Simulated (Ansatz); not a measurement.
Geometry relaxation, with input and output: C2H5NSi

- system: C2H5NSi
- method: RKS PBE-D4/def2-SVP (Ansatz 0.2.0)

It belongs to a series of runs on one base structure; here: end point B relaxed. Figures and captions count atoms from 1; the log counts them from 0 in places.

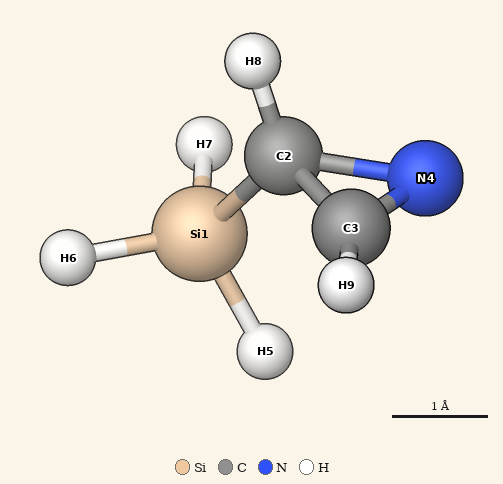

*The starting structure (ball-and-stick view, seen at a tilt; atoms are numbered from 1 in the order of the input).*

Bond lengths as drawn: C–C 1.45 Å, C–H 1.06 to 1.09 Å, C–N 1.25 to 1.52 Å, C–Si 1.89 Å and H–Si 1.46 to 1.47 Å.

## Input
```yaml
crystal:
  periodic: [false, false, false]
  atoms:
    - { symbol: Si, position_ang: [-0.52878, 1.17008, 0.19527] }
    - { symbol: C, position_ang: [0.1354, -0.42277, -0.57054] }
    - { symbol: C, position_ang: [-0.71357, -1.35999, -1.2895] }
    - { symbol: "N", position_ang: [-0.0351, -0.66114, -2.06589] }
    - { symbol: H, position_ang: [-1.66363, 1.6495, -0.58972] }
    - { symbol: H, position_ang: [-0.91641, 0.89079, 1.57648] }
    - { symbol: H, position_ang: [0.5589, 2.15306, 0.16233] }
    - { symbol: H, position_ang: [1.0608, -0.83232, -0.16779] }
    - { symbol: H, position_ang: [-1.43208, -2.14287, -1.24029] }
basis:
  gaussian: { orbitals: def2-SVP }
hamiltonian:
  xc: pbe
  dispersion: d4
relax:
  f_tol: 0.015
  max_steps: 40
```

Run on 1 thread of Arm Neoverse V1, 24 GiB of memory available, shared host.

Launch command:
```bash
ansatz run input.yaml --threads 1 --pin off --max-ram 2048MiB --backend cpu --events-out ev --progress --plain --runs-dir out
```

## The program's output
```
The last accepted step is kept in [file] (removed where the run ends without a failure and the disk answers)
Engine: ansatz 0.2.0, aarch64-unknown-linux-gnu
Functional definition: PBE
  parameter kappa = 0.804
  parameter beta = 0.06672455060314922
  exchange = pbe_x(kappa = kappa, mu = beta*pi^2/3)
  correlation = pbe_c(beta = beta)
974 factors; their error is unknown
mean field evaluation 1: about -11501.3310 eV, gradient 4.3e1 eV
mean field evaluation 2: about -11493.8920 eV, gradient 7.0e1 eV
mean field evaluation 4: about -11506.3682 eV, gradient 7.8e0 eV
mean field evaluation 8: about -11506.5012 eV, gradient 1.1e-1 eV
mean field evaluation 16: about -11506.4254 eV, gradient 3.4e-4 eV
mean field -11506.42541410 eV, -422.8533346328 hartree, gradient 9.2e-6 eV, S^2 0.000000; 0 other end points of the search recorded, 0 dependent functions left out
the calculation of the forces begins
reference -11506.42544676 eV, -422.8533358333 hartree; 19, 19 occupied and 66, 66 virtual orbitals, 974 factors
relax step   1: F+E_penalty+E_count = -11506.59392811 eV  Δ(F+E_penalty+E_count) = +0.000e0 eV  max|allowed force component| = 1.826e0 eV/Å  Δτ_max = 0.0000 Å  (29 SCF iters, accepted)
these checks for a lower state are left out or cut short: starts, cluster_reference, orbital_swaps, neighbouring_geometries, increment
974 factors; their error is unknown
mean field -11506.55360976 eV, -422.8580457363 hartree, gradient 1.2e-5 eV, S^2 0.000000; 0 other end points of the search recorded, 0 dependent functions left out
the calculation of the forces begins
reference -11506.55364283 eV, -422.8580469519 hartree; 19, 19 occupied and 66, 66 virtual orbitals, 974 factors
relax step   2: F+E_penalty+E_count = -11506.72054614 eV  Δ(F+E_penalty+E_count) = -1.266e-1 eV  max|allowed force component| = 8.253e-1 eV/Å  Δτ_max = 0.0777 Å  (32 SCF iters, accepted)
these checks for a lower state are left out or cut short: starts, cluster_reference, orbital_swaps, neighbouring_geometries, increment
974 factors; their error is unknown
mean field evaluation 32: about -11506.5734 eV, gradient 3.5e-3 eV
mean field -11506.57342892 eV, -422.8587740774 hartree, gradient 1.3e-5 eV, S^2 0.000000; 0 other end points of the search recorded, 0 dependent functions left out
the calculation of the forces begins
reference -11506.57346208 eV, -422.8587752958 hartree; 19, 19 occupied and 66, 66 virtual orbitals, 974 factors
relax step   3: F+E_penalty+E_count = -11506.74005901 eV  Δ(F+E_penalty+E_count) = -1.951e-2 eV  max|allowed force component| = 2.640e-1 eV/Å  Δτ_max = 0.0239 Å  (32 SCF iters, accepted)
these checks for a lower state are left out or cut short: starts, cluster_reference, orbital_swaps, neighbouring_geometries, increment
974 factors; their error is unknown
mean field -11506.56740018 eV, -422.8585525251 hartree, gradient 1.1e-5 eV, S^2 0.000000; 0 other end points of the search recorded, 0 dependent functions left out
the calculation of the forces begins
reference -11506.56743335 eV, -422.8585537441 hartree; 19, 19 occupied and 66, 66 virtual orbitals, 974 factors
relax step   4: F+E_penalty+E_count = -11506.73437416 eV  Δ(F+E_penalty+E_count) = +5.685e-3 eV  max|allowed force component| = 3.757e-1 eV/Å  Δτ_max = 0.0865 Å  (31 SCF iters, rejected (line search))
these checks for a lower state are left out or cut short: starts, cluster_reference, orbital_swaps, neighbouring_geometries, increment
974 factors; their error is unknown
mean field -11506.57967061 eV, -422.8590034550 hartree, gradient 1.2e-5 eV, S^2 0.000000; 0 other end points of the search recorded, 0 dependent functions left out
the calculation of the forces begins
reference -11506.57970383 eV, -422.8590046758 hartree; 19, 19 occupied and 66, 66 virtual orbitals, 974 factors
relax step   5: F+E_penalty+E_count = -11506.74635877 eV  Δ(F+E_penalty+E_count) = -6.300e-3 eV  max|allowed force component| = 8.395e-2 eV/Å  Δτ_max = 0.0415 Å  (32 SCF iters, accepted)
these checks for a lower state are left out or cut short: starts, cluster_reference, orbital_swaps, neighbouring_geometries, increment
974 factors; their error is unknown
mean field -11506.58066216 eV, -422.8590398941 hartree, gradient 1.4e-5 eV, S^2 0.000000; 0 other end points of the search recorded, 0 dependent functions left out
the calculation of the forces begins
reference -11506.58069541 eV, -422.8590411159 hartree; 19, 19 occupied and 66, 66 virtual orbitals, 974 factors
relax step   6: F+E_penalty+E_count = -11506.74732165 eV  Δ(F+E_penalty+E_count) = -9.629e-4 eV  max|allowed force component| = 7.818e-2 eV/Å  Δτ_max = 0.0293 Å  (30 SCF iters, accepted)
these checks for a lower state are left out or cut short: starts, cluster_reference, orbital_swaps, neighbouring_geometries, increment
974 factors; their error is unknown
mean field -11506.58128616 eV, -422.8590628255 hartree, gradient 1.3e-5 eV, S^2 0.000000; 0 other end points of the search recorded, 0 dependent functions left out
the calculation of the forces begins
reference -11506.58131945 eV, -422.8590640489 hartree; 19, 19 occupied and 66, 66 virtual orbitals, 974 factors
relax step   7: F+E_penalty+E_count = -11506.74797811 eV  Δ(F+E_penalty+E_count) = -6.565e-4 eV  max|allowed force component| = 4.401e-2 eV/Å  Δτ_max = 0.0291 Å  (32 SCF iters, accepted)
these checks for a lower state are left out or cut short: starts, cluster_reference, orbital_swaps, neighbouring_geometries, increment
974 factors; their error is unknown
mean field evaluation 64: about -11506.6587 eV, gradient 6.9e-3 eV
mean field -11506.58171446 eV, -422.8590785652 hartree, gradient 1.2e-5 eV, S^2 0.000000; 0 other end points of the search recorded, 0 dependent functions left out
the calculation of the forces begins
reference -11506.58174780 eV, -422.8590797904 hartree; 19, 19 occupied and 66, 66 virtual orbitals, 974 factors
relax step   8: F+E_penalty+E_count = -11506.74839221 eV  Δ(F+E_penalty+E_count) = -4.141e-4 eV  max|allowed force component| = 4.547e-2 eV/Å  Δτ_max = 0.0269 Å  (31 SCF iters, accepted)
these checks for a lower state are left out or cut short: starts, cluster_reference, orbital_swaps, neighbouring_geometries, increment
974 factors; their error is unknown
mean field -11506.58195760 eV, -422.8590875003 hartree, gradient 1.2e-5 eV, S^2 0.000000; 0 other end points of the search recorded, 0 dependent functions left out
the calculation of the forces begins
reference -11506.58199094 eV, -422.8590887256 hartree; 19, 19 occupied and 66, 66 virtual orbitals, 974 factors
relax step   9: F+E_penalty+E_count = -11506.74866715 eV  Δ(F+E_penalty+E_count) = -2.749e-4 eV  max|allowed force component| = 3.043e-2 eV/Å  Δτ_max = 0.0360 Å  (31 SCF iters, accepted)
these checks for a lower state are left out or cut short: starts, cluster_reference, orbital_swaps, neighbouring_geometries, increment
974 factors; their error is unknown
mean field -11506.58205675 eV, -422.8590911441 hartree, gradient 1.7e-5 eV, S^2 0.000000; 0 other end points of the search recorded, 0 dependent functions left out
the calculation of the forces begins
reference -11506.58209010 eV, -422.8590923696 hartree; 19, 19 occupied and 66, 66 virtual orbitals, 974 factors
relax step  10: F+E_penalty+E_count = -11506.74875884 eV  Δ(F+E_penalty+E_count) = -9.169e-5 eV  max|allowed force component| = 2.676e-2 eV/Å  Δτ_max = 0.0061 Å  (31 SCF iters, accepted)
these checks for a lower state are left out or cut short: starts, cluster_reference, orbital_swaps, neighbouring_geometries, increment
974 factors; their error is unknown
mean field -11506.58209130 eV, -422.8590924140 hartree, gradient 1.7e-5 eV, S^2 0.000000; 0 other end points of the search recorded, 0 dependent functions left out
the calculation of the forces begins
reference -11506.58212465 eV, -422.8590936393 hartree; 19, 19 occupied and 66, 66 virtual orbitals, 974 factors
relax step  11: F+E_penalty+E_count = -11506.74879608 eV  Δ(F+E_penalty+E_count) = -3.724e-5 eV  max|allowed force component| = 5.079e-3 eV/Å  Δτ_max = 0.0043 Å  (31 SCF iters, accepted)
974 factors; their error is unknown
mean field evaluation 96: about -11506.5821 eV, gradient 1.8e-5 eV
```

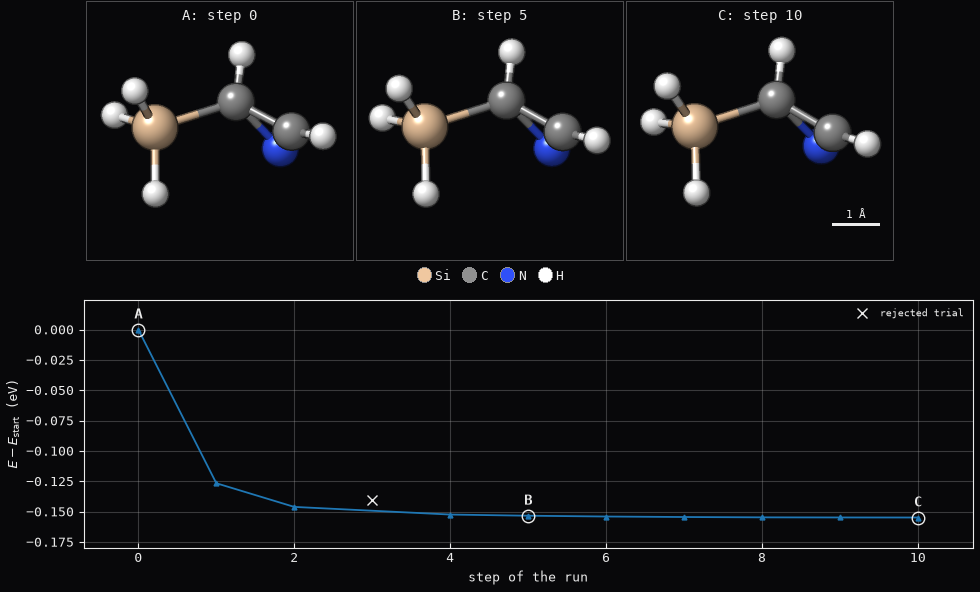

*Frames of the relaxation (ball-and-stick view, seen at a tilt) above the curves, on which the letters mark them (the first geometry is step 0 here and step 1 in the log).*

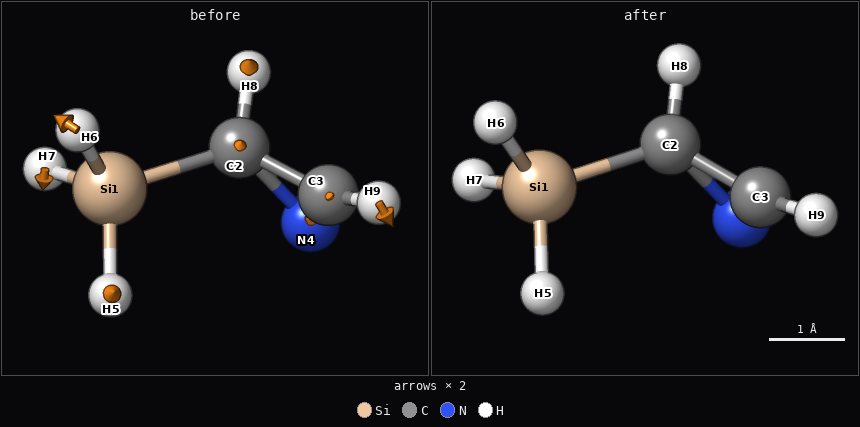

*Before (left) and after (right) the relaxation, at one scale (ball-and-stick view, seen at a tilt). The orange arrows give the displacements, magnified 2 times.*

The energy falls by 0.155 eV in 10 geometry steps. The largest force component goes from 1.8 to 0.0051 eV/Å. The line search rejected the trial step at point 3 (counted from 0) and went back. H6 moves most after the best rigid fit: 0.21 Å. Largest moves by element: H 0.21 Å, N 0.10 Å, C 0.08 Å, Si 0.03 Å. Among the contacts that change: C2–N4 1.524 → 1.583 Å, Si1–H6 1.462 → 1.507 Å, Si1–H5 1.461 → 1.504 Å, Si1–H7 1.466 → 1.505 Å. Among the angles that change: N4–C3–H9 144.1° → 139.0°, C2–Si1–H7 107.2° → 110.8°, C2–C3–H9 147.7° → 150.5°. (Atoms are counted from 1 in the order of the input.)

```
mean field -11506.58209130 eV, -422.8590924140 hartree, gradient 1.8e-5 eV, S^2 0.000000; 1 other end points of the search recorded, 0 dependent functions left out
the calculation of the forces begins
reference -11506.58212465 eV, -422.8590936393 hartree; 19, 19 occupied and 66, 66 virtual orbitals, 974 factors
Total energy: -11506.74882942 eV, -422.8652199268 hartree
Atom 0 at    -0.505418     1.168404     0.204529 Å, force    -0.001888     0.002496    -0.000241 eV/Å
Atom 1 at     0.109698    -0.470813    -0.509627 Å, force     0.001137    -0.004511     0.001724 eV/Å
Atom 2 at    -0.703971    -1.360104    -1.341976 Å, force    -0.000242     0.003436    -0.005079 eV/Å
Atom 3 at     0.060784    -0.677919    -2.078092 Å, force     0.001589     0.000831    -0.002447 eV/Å
Atom 4 at    -1.773841     1.568550    -0.498132 Å, force    -0.003057    -0.000739     0.001889 eV/Å
Atom 5 at    -0.778979     1.016061     1.678658 Å, force    -0.002186     0.001260     0.000343 eV/Å
Atom 6 at     0.526071     2.249964     0.027508 Å, force     0.003493    -0.000108    -0.000511 eV/Å
Atom 7 at     1.009087    -0.911237    -0.031075 Å, force     0.001401    -0.001400     0.000344 eV/Å
Atom 8 at    -1.477901    -2.138566    -1.441444 Å, force    -0.000247    -0.001264     0.003978 eV/Å
Dipole moment:    -0.189459    -0.291542     0.221779 e Å
```

## Trajectory as extended XYZ (Å, eV, eV/Å), 11 frames, from step=1 to step=11
```
9
Properties=species:S:1:pos:R:3:forces:R:3 step=1 energy=-11506.59393
Si   -0.5288    1.1701    0.1953    0.6509  -0.6075  -0.3555
C     0.1354   -0.4228   -0.5705   -0.4137   0.3927   0.6767
C    -0.7136   -1.3600   -1.2895    0.1355   0.1194   0.8368
N    -0.0351   -0.6611   -2.0659    0.4406   0.4206  -1.8255
H    -1.6636    1.6495   -0.5897   -0.6640   0.2410  -0.3781
H    -0.9164    0.8908    1.5765   -0.2729  -0.0282   0.8100
H     0.5589    2.1531    0.1623    0.4415   0.6154   0.0961
H     1.0608   -0.8323   -0.1678    0.6377  -0.1223   0.3619
H    -1.4321   -2.1429   -1.2403   -0.9556  -1.0311  -0.2225
9
Properties=species:S:1:pos:R:3:forces:R:3 step=2 energy=-11506.72055
Si   -0.4983    1.1723    0.1971    0.0870  -0.1735  -0.0988
C     0.1251   -0.4434   -0.5708   -0.0306   0.1543   0.4661
C    -0.7175   -1.3891   -1.3073    0.1049   0.1901   0.4629
N    -0.0374   -0.6756   -2.0889    0.0142  -0.0199  -0.8253
H    -1.6752    1.6492   -0.5837   -0.1967   0.0831  -0.1206
H    -0.9158    0.9410    1.6127   -0.0572  -0.0317   0.2314
H     0.5661    2.2235    0.1944    0.1295   0.0956  -0.0192
H     1.0715   -0.8385   -0.1608    0.1761  -0.0498   0.1002
H    -1.4529   -2.1951   -1.2823   -0.2273  -0.2481  -0.1966
9
Properties=species:S:1:pos:R:3:forces:R:3 step=3 energy=-11506.74006
Si   -0.5020    1.1698    0.1987    0.0015   0.0202  -0.0225
C     0.1314   -0.4440   -0.5648   -0.0355  -0.0310   0.2349
C    -0.7157   -1.3860   -1.3079    0.1291   0.1324   0.2128
N    -0.0286   -0.6844   -2.1019   -0.1082  -0.1062  -0.2640
H    -1.6976    1.6495   -0.5821    0.0243  -0.0177   0.0214
H    -0.9104    0.9480    1.6349    0.0166  -0.0046  -0.0322
H     0.5734    2.2250    0.1787   -0.0210  -0.0143  -0.0049
H     1.0810   -0.8399   -0.1442   -0.0329   0.0011  -0.0164
H    -1.4660   -2.1936   -1.3010    0.0262   0.0199  -0.1290
9
Properties=species:S:1:pos:R:3:forces:R:3 step=4 energy=-11506.73437 accepted=F
Si   -0.4975    1.1644    0.1954   -0.1042   0.1781   0.0939
C     0.1247   -0.4422   -0.5492   -0.0222  -0.2084   0.0458
C    -0.6925   -1.3751   -1.3184   -0.3757   0.0017   0.0350
N    -0.0166   -0.6695   -2.1146    0.1969  -0.0426  -0.0061
H    -1.7175    1.6137   -0.5559   -0.0415   0.0132  -0.0218
H    -0.8594    0.9669    1.6449    0.0012  -0.0190   0.0135
H     0.5534    2.2361    0.1298    0.0438   0.0194  -0.0201
H     1.0292   -0.8807   -0.0881    0.2464   0.0655  -0.0595
H    -1.4582   -2.1693   -1.3336    0.0553  -0.0079  -0.0807
9
Properties=species:S:1:pos:R:3:forces:R:3 step=5 energy=-11506.74636
Si   -0.5000    1.1700    0.1992   -0.0491   0.0523   0.0321
C     0.1236   -0.4505   -0.5426    0.0196  -0.0604  -0.0236
C    -0.7094   -1.3775   -1.3132   -0.0511  -0.0031   0.0840
N    -0.0146   -0.6817   -2.1037    0.0072  -0.0145  -0.0140
H    -1.7155    1.6253   -0.5644    0.0222  -0.0093   0.0168
H    -0.8771    0.9624    1.6461    0.0145   0.0139  -0.0272
H     0.5637    2.2353    0.1407   -0.0151  -0.0237  -0.0062
H     1.0621   -0.8589   -0.1124   -0.0006   0.0031  -0.0132
H    -1.4672   -2.1801   -1.3393    0.0526   0.0417  -0.0486
9
Properties=species:S:1:pos:R:3:forces:R:3 step=6 energy=-11506.74732
Si   -0.5038    1.1679    0.2028    0.0009   0.0477   0.0131
C     0.1205   -0.4555   -0.5342    0.0017  -0.0399  -0.0488
C    -0.7079   -1.3735   -1.3182   -0.0113   0.0065  -0.0116
N    -0.0022   -0.6796   -2.1017   -0.0167  -0.0121   0.0782
H    -1.7265    1.6136   -0.5513   -0.0043  -0.0061   0.0023
H    -0.8593    0.9832    1.6566    0.0024  -0.0112  -0.0100
H     0.5573    2.2319    0.1181   -0.0010   0.0014  -0.0077
H     1.0532   -0.8702   -0.0992    0.0118   0.0028   0.0053
H    -1.4658   -2.1735   -1.3624    0.0164   0.0109  -0.0208
9
Properties=species:S:1:pos:R:3:forces:R:3 step=7 energy=-11506.74798
Si   -0.5036    1.1702    0.2048    0.0051  -0.0152   0.0000
C     0.1164   -0.4613   -0.5236    0.0089   0.0105  -0.0440
C    -0.7078   -1.3692   -1.3229   -0.0349  -0.0344  -0.0128
N     0.0109   -0.6757   -2.0934    0.0251   0.0237   0.0418
H    -1.7395    1.5985   -0.5374   -0.0028   0.0046  -0.0003
H    -0.8402    0.9935    1.6636    0.0086   0.0058  -0.0022
H     0.5528    2.2364    0.0897   -0.0094  -0.0002   0.0024
H     1.0433   -0.8819   -0.0815    0.0003   0.0018   0.0081
H    -1.4667   -2.1662   -1.3890   -0.0008   0.0033   0.0071
9
Properties=species:S:1:pos:R:3:forces:R:3 step=8 energy=-11506.74839
Si   -0.5043    1.1695    0.2047    0.0096  -0.0121   0.0052
C     0.1137   -0.4665   -0.5176    0.0070   0.0288  -0.0157
C    -0.7075   -1.3669   -1.3291    0.0004  -0.0087  -0.0455
N     0.0276   -0.6754   -2.0868    0.0008  -0.0034   0.0379
H    -1.7516    1.5883   -0.5242   -0.0029  -0.0021   0.0023
H    -0.8165    1.0046    1.6701   -0.0011  -0.0002  -0.0016
H     0.5422    2.2430    0.0684   -0.0019  -0.0070  -0.0053
H     1.0322   -0.8936   -0.0637   -0.0073   0.0019   0.0051
H    -1.4702   -2.1585   -1.4115   -0.0046   0.0028   0.0176
9
Properties=species:S:1:pos:R:3:forces:R:3 step=9 energy=-11506.74867
Si   -0.5055    1.1684    0.2056    0.0094   0.0031  -0.0088
C     0.1120   -0.4695   -0.5119   -0.0043  -0.0038   0.0304
C    -0.7058   -1.3607   -1.3382    0.0091  -0.0113  -0.0295
N     0.0534   -0.6772   -2.0790    0.0014   0.0055  -0.0021
H    -1.7702    1.5705   -0.5036    0.0051  -0.0001   0.0055
H    -0.7886    1.0159    1.6785    0.0037  -0.0017  -0.0097
H     0.5312    2.2469    0.0344   -0.0103  -0.0033   0.0042
H     1.0159   -0.9074   -0.0379   -0.0160   0.0040  -0.0096
H    -1.4768   -2.1425   -1.4376    0.0020   0.0077   0.0195
9
Properties=species:S:1:pos:R:3:forces:R:3 step=10 energy=-11506.74876
Si   -0.5052    1.1685    0.2042    0.0007   0.0044   0.0063
C     0.1109   -0.4704   -0.5108   -0.0015  -0.0028   0.0150
C    -0.7048   -1.3607   -1.3401    0.0105   0.0043  -0.0268
N     0.0578   -0.6779   -2.0783   -0.0050  -0.0065   0.0023
H    -1.7729    1.5700   -0.4996    0.0027  -0.0017  -0.0003
H    -0.7830    1.0158    1.6777    0.0010  -0.0006  -0.0029
H     0.5282    2.2493    0.0311   -0.0026  -0.0032  -0.0017
H     1.0121   -0.9098   -0.0338   -0.0075   0.0026  -0.0049
H    -1.4776   -2.1404   -1.4401    0.0017   0.0035   0.0129
9
Properties=species:S:1:pos:R:3:forces:R:3 step=11 energy=-11506.74880
Si   -0.5054    1.1684    0.2045   -0.0019   0.0025  -0.0002
C     0.1097   -0.4708   -0.5096    0.0011  -0.0045   0.0017
C    -0.7040   -1.3601   -1.3420   -0.0002   0.0034  -0.0051
N     0.0608   -0.6779   -2.0781    0.0016   0.0008  -0.0024
H    -1.7738    1.5686   -0.4981   -0.0031  -0.0007   0.0019
H    -0.7790    1.0161    1.6787   -0.0022   0.0013   0.0003
H     0.5261    2.2500    0.0275    0.0035  -0.0001  -0.0005
H     1.0091   -0.9112   -0.0311    0.0014  -0.0014   0.0003
H    -1.4779   -2.1386   -1.4414   -0.0002  -0.0013   0.0040
```

## Results in brief

- outcome: converged
- total energy: −11506.7488 eV
- mean-field energy: −11506.5821 eV
- largest force (length of the vector) at the end: 0.006 eV/Å
- wall time: 30 s
- peak memory: 0.15 GiB
